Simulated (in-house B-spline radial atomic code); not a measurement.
# Pr²³⁺: polarisabilities and second-order correlation

Aim: the static and dynamic polarisabilities of Pr²³⁺ in the relativistic RPA, its lowest excitations, and its second-order correlation energy by partial wave and by pair.

The numbers are computed with an in-house B-spline radial atomic code, version 1 (Dirac-Hartree-Fock, relativistic RPA and second-order many-body perturbation theory, no-pair Dirac-Coulomb, B-spline basis), except any that are marked as measured or tabulated.

### 1 What is computed

```
element       : praseodymium (Z = 59)
charge        : +23
closed shells : [Ar] 3d10 4s2 4p6
nucleus       : mass number 141, rms radius 4.892 fm
```

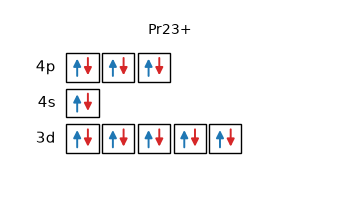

Occupation of the outer shells (arrows by Hund's rule).

### 2 The run, and its mean field

Settings:

```ini
basis_form = 2
Z = 59
core_configuration = [Ar] 3d10 4s2 4p6
rms_radius = 4.8919
mass_number = 141
speed_of_light = 137.035999084
box_radius = 3.54
lmax = 7
intervals = 58
virtual_cutoff = 87025.0
```

Command:

```sh
python run_mb.py task.json out
```

Results of the run (chosen fields of its result record, rounded):

```text
{
  "status": "converged",
  "hf_energy [hartree]": -9007.71648912,
  "orbitals [hartree]": [
    ["1s1/2", -1577.2978],
    ["2s1/2", -278.96876],
    ["2p1/2", -264.45167],
    ["2p3/2", -246.6538],
    ["3s1/2", -80.66965],
    ["3p1/2", -74.506372],
    ["3p3/2", -70.825633],
    ["3d3/2", -60.242258],
    ["3d5/2", -59.454994],
    ["4s1/2", -33.215871],
    ["4p1/2", -30.528344],
    ["4p3/2", -29.54267]
  ],
  "breit [hartree]": 7.778138
}
```

Run time: 5.3 s. Hardware: 1 thread, shared host.

The record goes on with the response and the correlation energy; its parts follow in the order written.

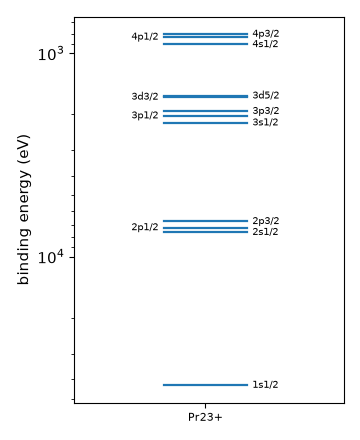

Dirac-Hartree-Fock levels on a logarithmic scale.

### 3 Dipole response

In the record:

```text
{
  "dipole_polarisability [bohr^3]": 0.1636734,
  "dipole_polarisability_uncoupled [bohr^3]": 0.1867763,
  "dipole_shielding": 0.61,
  "dipole_by_shell [bohr^3]": {
    "1s1/2": 1.32184e-07,
    "2s1/2": 6.76387e-07,
    "2p1/2": 2.52408e-07,
    "2p3/2": -6.73756e-08,
    "3s1/2": 3.62048e-05,
    "3p1/2": 0.000121651,
    "3p3/2": 0.000327514,
    "3d3/2": 0.000806225,
    "3d5/2": 0.00128974,
    "4s1/2": 0.00185942,
    "4p1/2": 0.0446164,
    "4p3/2": 0.114615
  },
  "dipole_imaginary_frequency [hartree, au]": {
    "u": [0.0, 2.35, 5.88, 11.8, 17.6, 23.5, 35.3, 47.0, 58.8, 82.3, 118.0, 176.0, 235.0, 353.0, 588.0, 1180.0],
    "alpha": [0.1636734, 0.1374793, 0.07887584, 0.03670872, 0.02259031, 0.01589805, 0.009637738, 0.00665639, 0.004894505, 0.002979636, 0.001674581, 0.0008468481, 0.000506996, 0.0002412427, 9.249932e-05, 2.411947e-05]
  },
  "dipole_excitations [hartree, oscillator strength, leading channel, weight]": [
    [3.633943, 1.6925e-07, "4p3/2 -> d3/2", 0.857],
    [4.3167, 0.60408, "4p3/2 -> d5/2", 0.583],
    [5.29867, 3.1536, "4p1/2 -> d3/2", 0.789],
    [11.65381, 0.47477, "4p3/2 -> s1/2", 0.997],
    [12.60654, 0.2066, "4p1/2 -> s1/2", 0.995],
    [14.71153, 0.00021751, "4p3/2 -> d3/2", 0.814],
    [14.86514, 0.51761, "4p3/2 -> d5/2", 0.825],
    [15.75734, 0.21983, "4p1/2 -> d3/2", 0.951],
    [16.39662, 0.055038, "4s1/2 -> p1/2", 0.938],
    [16.77417, 0.11866, "4s1/2 -> p3/2", 0.984],
    [18.15376, 0.09986, "4p3/2 -> s1/2", 0.998],
    [19.12497, 0.047103, "4p1/2 -> s1/2", 0.994],
    [19.77114, 7.2371e-05, "4p3/2 -> d3/2", 0.854],
    [19.83297, 0.21478, "4p3/2 -> d5/2", 0.857]
  ],
  "dipole_real_frequency [hartree, bohr^3]": {"omega": [0.363, 0.727, 1.09, 1.45, 1.82, 2.18, 2.54, 2.91, 3.27], "alpha": [0.1644418, 0.1668065, 0.1709159, 0.1770159, 0.1859081, 0.1979505, 0.214753, 0.239718, 0.277099]},
  "c6 [hartree bohr^6]": 0.1197015,
  "cauchy_s-4": 0.005800207,
  "trk_sum": 35.28323,
  "mean_excitation_energy [hartree]": 65.83039
}
```

Lowest dipole excitations, with their leading channel:

| energy (eV) | strength | leading channel | weight |
| --- | --- | --- | --- |
| 98.885 | 1.69e-07 | 4p3/2 → d3/2 | 0.86 |
| 117.46 | 0.604 | 4p3/2 → d5/2 | 0.58 |
| 144.18 | 3.15 | 4p1/2 → d3/2 | 0.79 |
| 317.12 | 0.475 | 4p3/2 → s1/2 | 1.00 |
| 343.04 | 0.207 | 4p1/2 → s1/2 | 0.99 |
| 400.32 | 0.000218 | 4p3/2 → d3/2 | 0.81 |
| 404.50 | 0.518 | 4p3/2 → d5/2 | 0.82 |
| 428.78 | 0.220 | 4p1/2 → d3/2 | 0.95 |

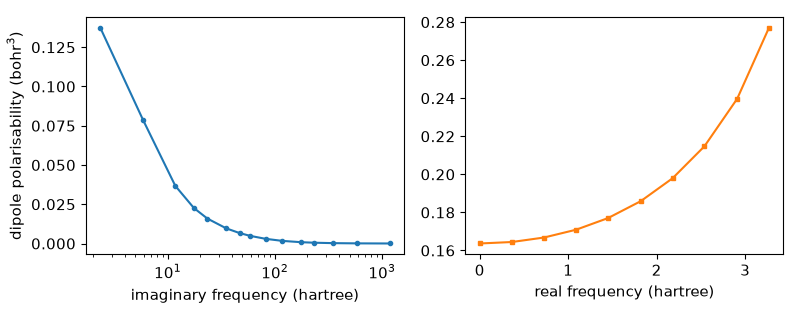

Dipole polarisability at imaginary frequency (left) and at real frequency below the first excitation (right).

### 4 Quadrupole and octupole response

In the record:

```text
{
  "quadrupole_polarisability [bohr^5]": 0.04815477,
  "quadrupole_polarisability_uncoupled [bohr^5]": 0.04555876,
  "quadrupole_shielding": -7.14,
  "quadrupole_by_shell [bohr^5]": {
    "1s1/2": 5.94048e-10,
    "2s1/2": 8.71283e-08,
    "2p1/2": 1.83406e-07,
    "2p3/2": 4.92045e-07,
    "3s1/2": 4.41731e-05,
    "3p1/2": 5.67133e-05,
    "3p3/2": 0.000145903,
    "3d3/2": 0.000110296,
    "3d5/2": 0.000178987,
    "4s1/2": 0.0161014,
    "4p1/2": 0.00893258,
    "4p3/2": 0.022584
  },
  "quadrupole_imaginary_frequency [hartree, au]": {
    "u": [0.0, 2.35, 5.88, 11.8, 17.6, 23.5, 35.3, 47.0, 58.8, 82.3, 118.0, 176.0, 235.0, 353.0, 588.0, 1180.0],
    "alpha": [0.04815477, 0.04532211, 0.03509778, 0.02054992, 0.0129265, 0.008728034, 0.004721317, 0.002966057, 0.002031175, 0.001126231, 0.0005837732, 0.0002747688, 0.0001574781, 7.115354e-05, 2.59812e-05, 6.50012e-06]
  },
  "quadrupole_excitations [hartree, oscillator strength, leading channel, weight]": [
    [7.278643, 0.01661, "4s1/2 -> d3/2", 0.707],
    [7.7801, 0.95403, "4s1/2 -> d5/2", 0.742],
    [8.568388, 0.0033696, "4p3/2 -> f5/2", 0.677],
    [8.781507, 0.87099, "4p3/2 -> f7/2", 0.7],
    [9.66038, 0.81088, "4p1/2 -> f5/2", 0.976],
    [12.66984, 0.28548, "4p3/2 -> p1/2", 0.997],
    [13.10121, 0.22826, "4p3/2 -> p3/2", 0.998],
    [14.02999, 0.19733, "4p1/2 -> p3/2", 0.997],
    [16.62009, 0.18655, "4p3/2 -> f7/2", 0.623],
    [16.68879, 0.66143, "4p3/2 -> f5/2", 0.626],
    [17.6403, 0.33472, "4p1/2 -> f5/2", 0.969],
    [18.47309, 0.041266, "4s1/2 -> d3/2", 0.908],
    [18.55619, 0.15668, "4s1/2 -> d5/2", 0.948],
    [18.69341, 0.027126, "4p3/2 -> p1/2", 0.975]
  ],
  "c8 [hartree bohr^8]": 0.2246904,
  "octupole_polarisability [bohr^7]": 0.03273179,
  "octupole_polarisability_uncoupled [bohr^7]": 0.02769776,
  "octupole_by_shell [bohr^7]": {
    "2s1/2": 7.95e-09,
    "2p1/2": 9.0513e-10,
    "2p3/2": 3.08756e-09,
    "3s1/2": 1.13007e-05,
    "3p1/2": 8.42815e-06,
    "3p3/2": 2.40809e-05,
    "3d3/2": 1.66713e-05,
    "3d5/2": 2.76527e-05,
    "4s1/2": 0.00490723,
    "4p1/2": 0.00749743,
    "4p3/2": 0.020239
  }
}
```

Lowest quadrupole excitations, with their leading channel:

| energy (eV) | strength | leading channel | weight |
| --- | --- | --- | --- |
| 198.06 | 0.0166 | 4s1/2 → d3/2 | 0.71 |
| 211.71 | 0.954 | 4s1/2 → d5/2 | 0.74 |
| 233.16 | 0.00337 | 4p3/2 → f5/2 | 0.68 |
| 238.96 | 0.871 | 4p3/2 → f7/2 | 0.70 |
| 262.87 | 0.811 | 4p1/2 → f5/2 | 0.98 |
| 344.76 | 0.285 | 4p3/2 → p1/2 | 1.00 |
| 356.50 | 0.228 | 4p3/2 → p3/2 | 1.00 |
| 381.78 | 0.197 | 4p1/2 → p3/2 | 1.00 |

### 5 Second-order correlation energy

In the record:

```text
{
  "second_order_energy [hartree]": {"by_l": [-0.02464401, -0.2082034, -0.7276733, -0.7509081, -0.2433847, -0.1021616, -0.04614194, -0.02328086], "sum": -2.126398, "extrapolated": -2.173985, "direct": -2.938573},
  "pair_energies [hartree]": [
    ["1s1/2", "1s1/2", -0.0350303],
    ["2s1/2", "1s1/2", -0.00904824],
    ["2s1/2", "2s1/2", -0.00899057],
    ["2p1/2", "1s1/2", -0.0170508],
    ["2p1/2", "2s1/2", -0.0197428],
    ["2p1/2", "2p1/2", -0.0170578],
    ["2p3/2", "1s1/2", -0.0234945],
    ["2p3/2", "2s1/2", -0.0378155],
    ["2p3/2", "2p1/2", -0.0728493],
    ["2p3/2", "2p3/2", -0.0669485],
    ["3s1/2", "1s1/2", -0.0019988],
    ["3s1/2", "2s1/2", -0.00411567],
    ["3s1/2", "2p1/2", -0.00516149],
    ["3s1/2", "2p3/2", -0.0104324],
    ["3s1/2", "3s1/2", -0.00498806],
    ["3p1/2", "1s1/2", -0.00339151],
    ["3p1/2", "2s1/2", -0.00583354],
    ["3p1/2", "2p1/2", -0.00677231],
    ["3p1/2", "2p3/2", -0.0169556],
    ["3p1/2", "3s1/2", -0.0102413],
    ["3p1/2", "3p1/2", -0.00696386],
    ["3p3/2", "1s1/2", -0.00477015],
    ["3p3/2", "2s1/2", -0.0100686],
    ["3p3/2", "2p1/2", -0.0157709],
    ["3p3/2", "2p3/2", -0.028661],
    ["3p3/2", "3s1/2", -0.0200642],
    ["3p3/2", "3p1/2", -0.0270545],
    ["3p3/2", "3p3/2", -0.0272838],
    ["3d3/2", "1s1/2", -0.000721466],
    ["3d3/2", "2s1/2", -0.0142032],
    ["3d3/2", "2p1/2", -0.0189132],
    ["3d3/2", "2p3/2", -0.0408842],
    ["3d3/2", "3s1/2", -0.0238465],
    ["3d3/2", "3p1/2", -0.0310771],
    ["3d3/2", "3p3/2", -0.0620213],
    ["3d3/2", "3d3/2", -0.0675472],
    ["3d5/2", "1s1/2", -0.000930926],
    ["3d5/2", "2s1/2", -0.0200915],
    ["3d5/2", "2p1/2", -0.0254327],
    ["3d5/2", "2p3/2", -0.0587209],
    "... 38 more rows left out ..."
  ]
}
```

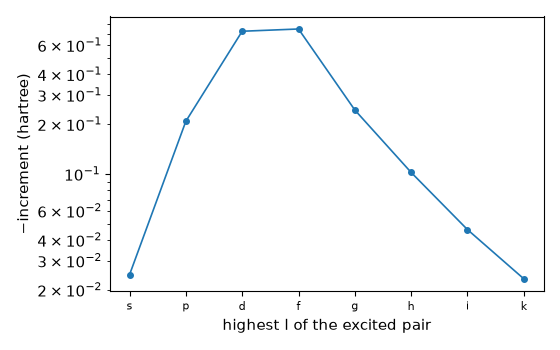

Increments of the second-order energy by partial wave.

### 6 Results

| quantity | value |
| --- | --- |
| dipole polarisability | 0.1637 bohr³ |
| without coupling | 0.1868 bohr³ |
| quadrupole polarisability | 0.04815 bohr⁵ |
| C6 of a like pair | 0.1197 hartree bohr⁶ |
| dipole shielding | 0.610 |
| first dipole root (nearly dark) | 98.88 eV |
| second-order energy, extrapolated | -2.1740 hartree (-1.64 eV an electron) |

**Reading.** Of the dipole polarisability, 0.164 bohr³, the 4p3/2 subshell gives 70 %. Against the uncoupled value, letting the induced field act back on the electrons lowers it by 12 %. The dipole shielding factor is near N/Z = 0.610, as the balance of forces on the electrons requires. The largest pair energy is 3d5/2–3d3/2, 10 % of the second-order sum; the tail beyond the last partial wave adds 2.2 %.
